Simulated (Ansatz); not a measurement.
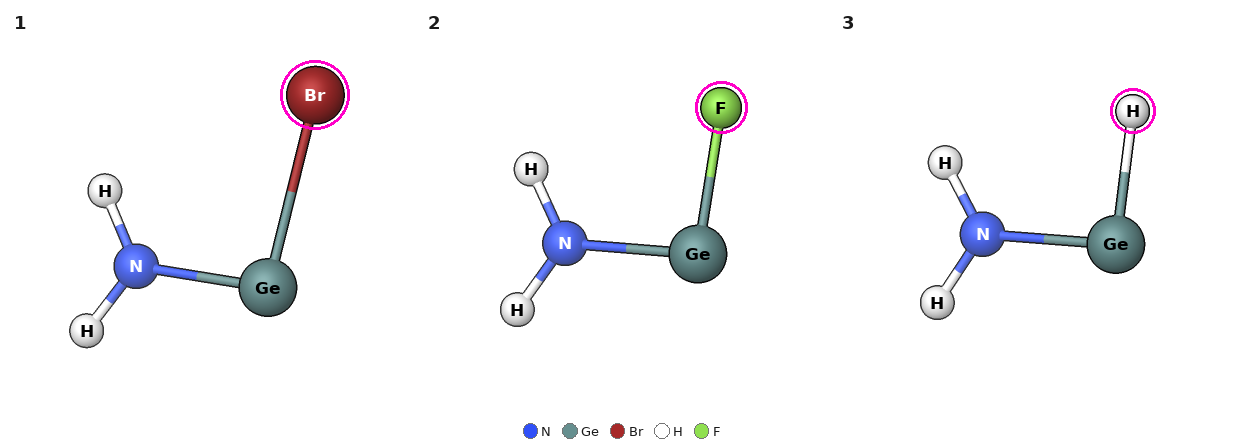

3 molecules with one skeleton, seen from the same side and at one scale; the atom that differs is circled. Charge 0, singlet. Computed geometries: PBE0-D4/def2-TZVP optimisations, one conformation each. Properties computed with Ansatz 0.2.0.

One atom differs, called X below: Br in panel 1, F in panel 2, H in panel 3. Their formulas are BrGeH2N (`[NH2][Ge][Br]`), FGeH2N (`[NH2][Ge][F]`), GeH3N (`[NH2][GeH]`).

Rank them by the dipole moment, lowest first (r2SCAN-D4/def2-TZVPP).

3 (H), 2 (F), 1 (Br).

Rank them by the harmonic X–Ge stretching wavenumber, lowest first (PBE0-D4/def2-TZVP).

1 (Br), 2 (F), 3 (H).

Give the values. With PBE0-D4/def2-TZVP: length of X–Ge (Å), angle N–Ge–X (°), harmonic X–Ge stretching wavenumber (cm⁻¹). With r2SCAN-D4/def2-TZVPP: dipole moment (D), HOMO energy (Kohn–Sham orbital) (eV), HOMO–LUMO gap (eV).

```json
{"quantity": "length of X–Ge (Å)", "1 (Br)": "2.372", "2 (F)": "1.768", "3 (H)": "1.602"}
{"quantity": "angle N–Ge–X (°)", "1 (Br)": "96.0", "2 (F)": "94.5", "3 (H)": "92.6"}
{"quantity": "dipole moment (D)", "1 (Br)": "3.01", "2 (F)": "2.57", "3 (H)": "1.68"}
{"quantity": "HOMO energy (Kohn–Sham orbital) (eV)", "1 (Br)": "−6.58", "2 (F)": "−6.83", "3 (H)": "−5.74"}
{"quantity": "HOMO–LUMO gap (eV)", "1 (Br)": "3.97", "2 (F)": "4.64", "3 (H)": "3.40"}
{"quantity": "harmonic X–Ge stretching wavenumber (cm⁻¹)", "1 (Br)": "273", "2 (F)": "640", "3 (H)": "1888"}
```
